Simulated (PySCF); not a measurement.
# CF₂: triplet, from a bent start

Where does triplet CF₂ go from a bent start, is the end point a minimum, and what are its modes, charges and moments?

Method: PBE, basis C def2-TZVP, F def2-TZVP, no relativity, density fitting; program: PySCF 2.14.0.

**1. Starting geometry**

3 atoms, charge 0, spin multiplicity 3.

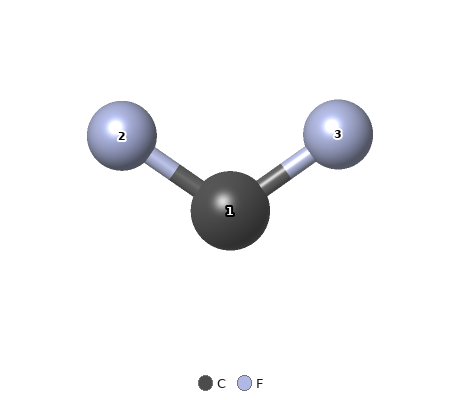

The starting geometry (carbon dark grey, fluorine light blue); atoms are numbered from 1 in the order of the file.

```xyz
3
charge 0 multiplicity 3
C     0.0000    0.0000    0.0000
F     1.1386    0.0000    0.7973
F    -1.1386    0.0000    0.7973
```

**2. Finding the electronic state**

The steps below are one call of a driver around PySCF. For each, scf.py gives the equivalent set-up of the SCF; relaxations use the driver's own optimiser. After this first run the driver tries any further starts and a stability analysis.

Input file scf.py:

```python
from pyscf import gto, scf, dft
mol = gto.M(atom='''
C      0.000000     0.000000     0.000000
F      1.138600     0.000000     0.797300
F     -1.138600     0.000000     0.797300''',
    basis={'C': 'def2-TZVP', 'F': 'def2-TZVP'},
    charge=0, spin=2)
mf = dft.UKS(mol, xc='PBE')
mf.grids.atom_grid = (50, 194)
aux = {'C': 'def2-universal-JKFIT', 'F': 'def2-universal-JKFIT'}
mf = mf.density_fit(auxbasis=aux)
mf.conv_tol = 1e-08
mf.diis_space = 10
mf.max_cycle = 60
mf.init_guess = 'minao'
mf.verbose = 4
mf.kernel()
```

Launch:

```bash
$ OMP_NUM_THREADS=4 python axn.py task.json out
```

What it wrote:

```text
init E= -237.706314443312
[... the frontier-level lines of each cycle are left out ...]
cycle= 1 E= -237.416610473253  delta_E= 0.29  |g|= 0.44  |ddm|= 1.15
cycle= 2 E= -236.965670805004  delta_E= 0.451  |g|= 1.23  |ddm|= 0.731
cycle= 3 E= -237.483804311854  delta_E= -0.518  |g|= 0.0548  |ddm|= 0.53
cycle= 4 E= -237.484790953569  delta_E= -0.000987  |g|= 0.0222  |ddm|= 0.0428
cycle= 5 E= -237.484960040717  delta_E= -0.000169  |g|= 0.00417  |ddm|= 0.0187
cycle= 6 E= -237.484970466181  delta_E= -1.04e-05  |g|= 0.00128  |ddm|= 0.00453
cycle= 7 E= -237.484971304813  delta_E= -8.39e-07  |g|= 0.000313  |ddm|= 0.00116
cycle= 8 E= -237.484971346669  delta_E= -4.19e-08  |g|= 5.42e-05  |ddm|= 0.000257
cycle= 9 E= -237.484971347775  delta_E= -1.11e-09  |g|= 1.53e-05  |ddm|= 3.63e-05
Extra cycle  E= -237.48497134745  delta_E= 3.25e-10  |g|= 3.55e-05  |ddm|= 2.09e-05
converged SCF energy = -237.48497134745  <S^2> = 2.0032511  2S+1 = 3.0021666
```

This step, with its further starts and checks, took 7.4 s on 4 threads of Arm Neoverse V1, shared host.

The starts that the driver tried:

```tsv
start	energy (Eh)
the minimal-basis guess	-237.484971
a thermally smeared density	-237.484971
a smeared PBE density	-237.484971
```

The test of internal stability and the other starts found no lower solution of this spin.

**3. Relaxing the triplet from the bent start**

The program finds C2v symmetry in the start, which this walk keeps.

Changes to scf.py since step 2:

```diff
@@ -3,3 +3,3 @@
-C      0.000000     0.000000     0.000000
-F      1.138600     0.000000     0.797300
-F     -1.138600     0.000000     0.797300''',
+C      0.000000     0.000000    -0.605936
+F      1.138600     0.000000     0.191364
+F     -1.138600     0.000000     0.191364''',
@@ -15 +14,0 @@
-mf.init_guess = 'minao'
```

The optimiser's trace:

```tsv
step	energy (Eh)	change (kJ/mol)	largest symmetric gradient (Eh/bohr)
0	-237.484971	0.00	0.07043
1	-237.491457	-17.03	0.03039
2	-237.493535	-22.48	0.00332
3	-237.493560	-22.55	0.00116
4	-237.493563	-22.56	0.00003
```

The walk took 4.7 s.

Positions (Å) and forces (eV/Å) along the way:

```
step 0
C    0.000   0.000  -0.606   0.000   0.000   3.622
F    1.139   0.000   0.191  -1.271   0.000  -1.811
F   -1.139   0.000   0.191   1.271   0.000  -1.811
step 1
C    0.000   0.000  -0.465   0.000   0.000  -1.563
F    1.174   0.000   0.121   0.226   0.000   0.781
F   -1.174   0.000   0.121  -0.226   0.000   0.781
step 2
C    0.000   0.000  -0.517   0.000   0.000  -0.171
F    1.144   0.000   0.147   0.165   0.000   0.085
F   -1.144   0.000   0.147  -0.165   0.000   0.085
step 3
C    0.000   0.000  -0.517   0.000   0.000  -0.060
F    1.147   0.000   0.147   0.041   0.000   0.030
F   -1.147   0.000   0.147  -0.041   0.000   0.030
step 4
C    0.000   0.000  -0.518   0.000   0.000   0.002
F    1.147   0.000   0.147   0.001   0.000  -0.001
F   -1.147   0.000   0.147  -0.001   0.000  -0.001
```

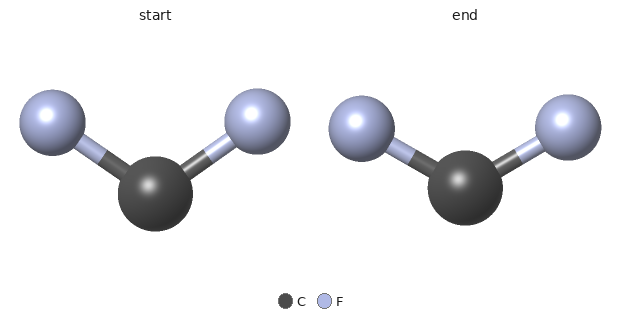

The geometry along the walk, at one scale.

End point (C2v, 4 steps, 22.6 kJ/mol gained): C–F 1.326 Å (×2); F–C–F 119.8°.

**4. Is it a minimum? Harmonic modes**

The point is checked on the finer grid, and tightened if its gradient asks for it. The Hessian and the dipole derivatives come from central differences of analytic gradients, with steps of 0.02 bohr.

Changes to scf.py since step 3:

```diff
@@ -3,3 +3,3 @@
-C      0.000000     0.000000    -0.605936
-F      1.138600     0.000000     0.191364
-F     -1.138600     0.000000     0.191364''',
+C      0.000000     0.000000    -0.505682
+F      1.147020     0.000000     0.159688
+F     -1.147020     0.000000     0.159688''',
@@ -9 +9 @@
-mf.grids.atom_grid = (50, 194)
+mf.grids.atom_grid = (75, 302)
@@ -12 +12 @@
-mf.conv_tol = 1e-08
+mf.conv_tol = 1e-10
```

The driver hands on the density of the step before, so the log starts near convergence.

Log of the central SCF (cycles and frontier levels):

```text
init E= -237.493571442943
[... the frontier-level lines of each cycle are left out ...]
cycle= 1 E= -237.493571442939  delta_E= 4.38e-12  |g|= 4.04e-06  |ddm|= 3.18e-06
Extra cycle  E= -237.493571442918  delta_E= 2.07e-11  |g|= 9.05e-06  |ddm|= 5.9e-06
converged SCF energy = -237.493571442918  <S^2> = 2.0030234  2S+1 = 3.0020149
```

The whole step took 14 s.

Geometry: C2v; C–F 1.326 Å (×2); F–C–F 119.8°.

Modes, for the most abundant isotopes:

| symmetry | ω (cm⁻¹) | IR (km/mol) | μ (u) |
| --- | --- | --- | --- |
| a1 | 495 | 4.9 | 16.82 |
| a1 | 1105 | 43.5 | 14.46 |
| b2 | 1272 | 276 | 13.47 |

Every mode is real; the point is a minimum.

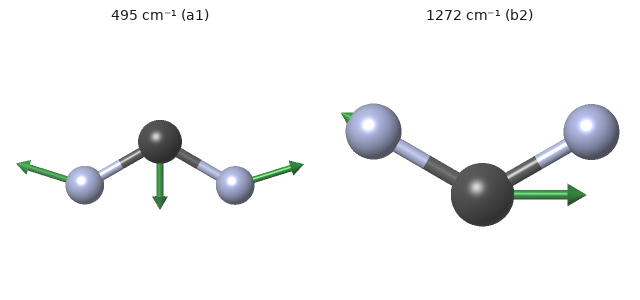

How the atoms move in 2 of the modes.

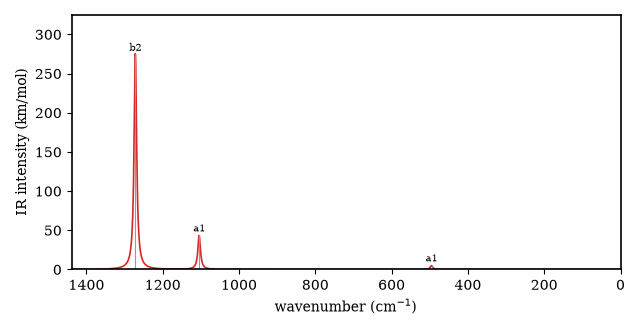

The harmonic infrared spectrum (widths in cm⁻¹). Lines are broadened to a width of 8 cm⁻¹ (Lorentzian).

Constants and moments:

```
Dipole moment                                                   : 0.21 D
Highest occupied level                                          : -4.47 eV
Lowest empty level                                              : -5.08 eV
Rotational constants                                            : 4.175, 0.3372, 0.312 cm⁻¹
Zero-point energy                                               : 17.2 kJ/mol
Principal polarisabilities                                      : 11.2, 13.1, 17.5 bohr³
Atomisation energy without zero-point energy                    : 943 kJ/mol
Principal traceless quadrupole moments about the centre of mass : -0.83, 0.05, 0.78 D Å
Entropy at 298.15 K and 1 bar (electronic part: spin only)      : 251.4 J/(mol K)
Heat capacity Cp at 298.15 K                                    : 40.4 J/(mol K)
Enthalpy at 298.15 K above 0 K                                  : 10.61 kJ/mol
Rotational symmetry number                                      : 2
Spin squared ⟨S²⟩                                               : 2.003
```

Populations by atom (charges in e):

```tsv
atom	Mulliken	Löwdin	polar tensor	spin (Mulliken)	Mayer order to C1
C1	0.18	-0.43	0.76	1.73	–
F2,3	-0.09	0.21	-0.38	0.14	1.17
```

Outer orbital energies (eV). α occupied: -17.28, -14.85, -13.16, -13.14, -11.33, -10.99, -8.29, -4.47; empty: 1.30, 2.34, 3.47, 4.62. β occupied: -32.30, -31.21, -16.42, -14.36, -12.35, -12.25, -10.87, -10.77; empty: -5.08, -1.38, 2.18, 3.15.

Mulliken populations on C1: s 3.25, p 2.38, d 0.16, f 0.02.

**5. Outcome**

```
                                          quantity                           value
                                           minimum                    triplet, C2v
                                          geometry  C–F 1.326 Å (×2); F–C–F 119.8°
                                wavenumbers (cm⁻¹)  495 (a1), 1105 (a1), 1272 (b2)
                                     dipole moment                          0.21 D
highest occupied, lowest empty level (either spin)                 -4.47, -5.08 eV
                         polar-tensor charge of C1                         +0.76 e
                                 zero-point energy                     17.2 kJ/mol
                               entropy at 298.15 K                 251.4 J/(mol K)
         atomisation energy (no zero-point energy)                      943 kJ/mol
                                              ⟨S²⟩                           2.003
```

**Reading.** The bent start keeps its C2v symmetry and ends in a minimum. An empty level of one spin lies below a filled level of the other, which hints that a lower spin is more stable. In the infrared the band at 1272 cm⁻¹ (b2) leads. Most of the spin sits on C1 (Mulliken spin 1.73, against 2 for the whole molecule). Other starts or spin states, not run here, may lie lower.

The search up to here took 26 s.
